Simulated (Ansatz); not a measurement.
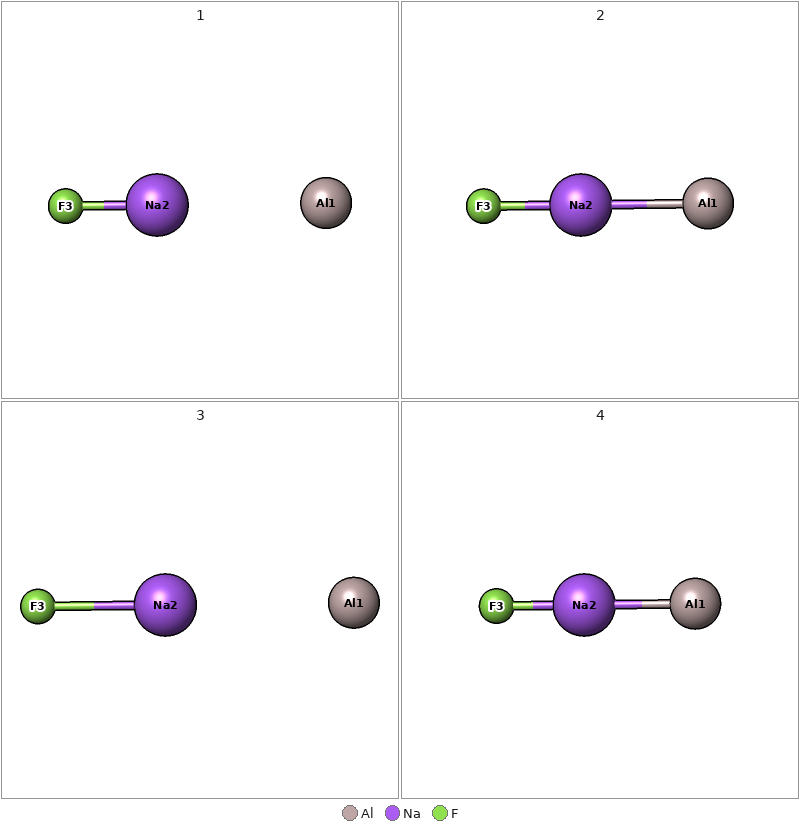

The system Al + NaF, spin multiplicity 2. 
- The first coordinate is: distance Al1–Na2; the second: distance Na2–F3.
- Nothing is relaxed (the angle Al1–Na2–F3 is fixed at 180 degrees).
- Grid: 11 × 11 points.
- All energies are given in kJ/mol relative to the lowest grid point.
- The calculation used UHF/def2-TZVPD in Ansatz.

The numbered pictures are structures from this grid.

> Which is the most stable, and how do the others follow?

1, at distance Al1–Na2 = 3.493 Å, distance Na2–F3 = 1.888 Å: 0 kJ/mol; 2, at distance Al1–Na2 = 2.630 Å, distance Na2–F3 = 2.005 Å: 56 kJ/mol; 3, at distance Al1–Na2 = 3.896 Å, distance Na2–F3 = 2.632 Å: 98 kJ/mol; 4, at distance Al1–Na2 = 2.296 Å, distance Na2–F3 = 1.808 Å: 154 kJ/mol.

The map, with the structures marked:

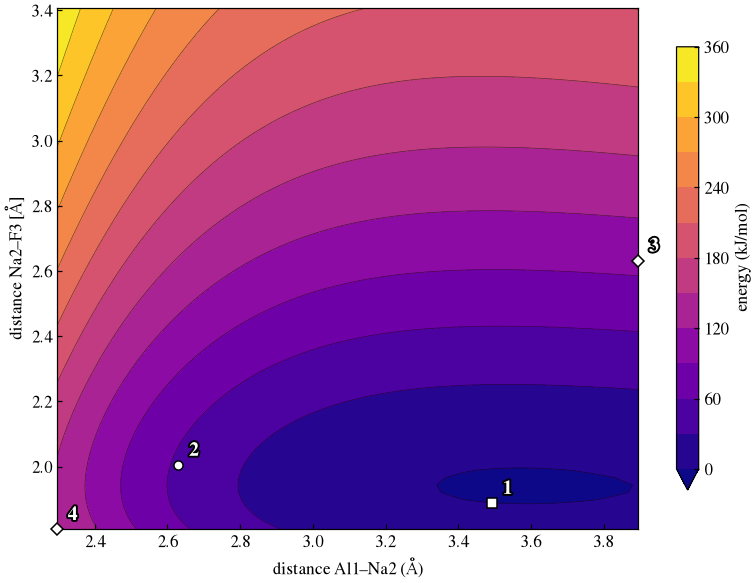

The picture shows filled contours. Between grid points the surface is interpolated.
